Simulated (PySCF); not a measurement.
# H3O4W (W(O)(OH)3+): the cost of one run

Program: PySCF 2.14.0. Level of theory: PBE, W def2-SVP with ECP60, O def2-SVP, H def2-SVP; scalar-relativistic core potentials, no spin–orbit coupling. These are calculated values, not measurements.

3 further runs of the same task are left out: 2 for a known fault of the program, 1 that didn't finish.

## (1) Starting geometry

8 atoms, charge 1, spin multiplicity 1.

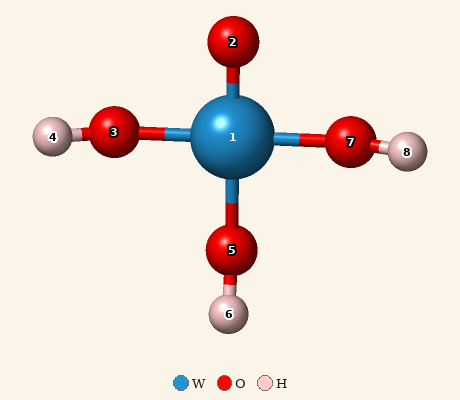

As it starts; tungsten blue, oxygen red, hydrogen pink; atoms are numbered from 1 in the order of the file.

As a file:

| atom | x (Å) | y (Å) | z (Å) |
| --- | --- | --- | --- |
| W1 | 0.0000 | 0.0000 | 0.0000 |
| O2 | 1.5096 | 0.0000 | 0.0000 |
| O3 | 0.0000 | 1.7952 | 0.0000 |
| H4 | 0.0000 | 2.6952 | 0.3500 |
| O5 | -1.7952 | 0.0000 | 0.0000 |
| H6 | -2.6952 | 0.0000 | 0.3500 |
| O7 | 0.0000 | -1.7952 | 0.0000 |
| H8 | 0.0000 | -2.6952 | 0.3500 |

Formal oxidation states: W +6.

## (2) SCF at the start, singlet

The input, run.py (the lines that set the calculation):

```python
mol = gto.M(atom='''
W      0.00000     0.00000     0.00000
O      1.50960     0.00000     0.00000
O      0.00000     1.79520     0.00000
H      0.00000     2.69520     0.35000
O     -1.79520     0.00000     0.00000
H     -2.69520     0.00000     0.35000
O      0.00000    -1.79520     0.00000
H      0.00000    -2.69520     0.35000''',
    basis={'W': 'def2-SVP', 'O': 'def2-SVP', 'H': 'def2-SVP'},
    ecp={'W': 'def2-SVP'},
    charge=1, spin=0)
mf = dft.RKS(mol, xc='PBE')
mf.grids.atom_grid = (50, 194)
mf = mf.density_fit()  # fitting sets: W def2-universal-JKFIT, O def2-universal-JKFIT, H def2-universal-JKFIT
mf.conv_tol = 1e-08; mf.max_cycle = 55
mf.kernel(dm0)  # dm0: free metal ions and neutral atoms
```

On the command line:

```
$ OMP_NUM_THREADS=2 python run.py
```

**Question.** How long does this run take on 2 threads of Arm Neoverse V2, shared host, and how much memory does it need?

About 3.2 s, with a peak of 0.52 GiB.
